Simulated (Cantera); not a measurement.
Input: 1 mol AlCl₃, 2.4 mol N₂O, 62 mol H₂, 8.7 mol N₂, equilibrated at 1.00 Torr.

Cantera equilibrium calculation (NASA polynomials, part measured and part estimated; ideal gas, pure solids and liquids). Candidate condensed phases: Al, AlCl₃, AlN, Al₂O₃, H₂O, NH₄Cl; 45 gas species. The tables' values for AlOH, AlCl₂ are old estimates; treat these amounts as uncertain. Kinetics and transport are ignored.

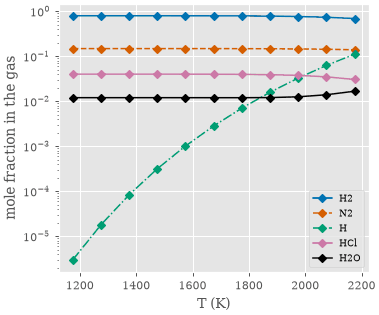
Fig. 1. Equilibrium gas composition (values under 1e-9 drawn at 1e-9)

Read off the mole fractions at 1575 K.

H₂ about 0.80, N₂ about 0.15, HCl about 0.040, H₂O about 0.012, H about 0.0010.
